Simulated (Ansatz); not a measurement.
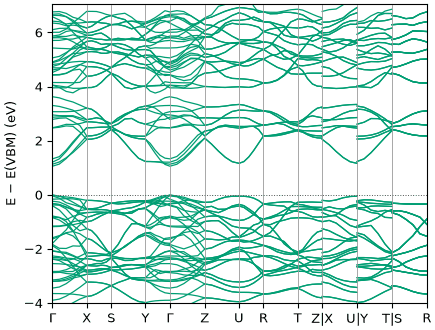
*Band structure from PBE (plane waves, PAW; program Ansatz)*

Read off the gap and where the band edges lie.

About 1.1 eV (1.06 eV by a search for the band edges); maximum at Γ, minimum at Γ.

Pick the material that matches.
A. BaZrS3, Pnma (Ba on 4c, Zr on 4b, S on 4c, S on 8d)
B. SnS2, Pnnm (Sn on 2a, S on 4g)
C. ZrS2, Pnnm (Zr on 2a, S on 4g)
D. LaN, Pnma (La on 4c, N on 4c)

A, BaZrS3, Pnma (Ba on 4c, Zr on 4b, S on 4c, S on 8d)

Symmetry was held in the PBE relaxation. The run is not spin-polarised. Scalar-relativistic: spin–orbit coupling is off unless named, which matters more the heavier the elements.

Potentials: the later of the program's two PAW sets.
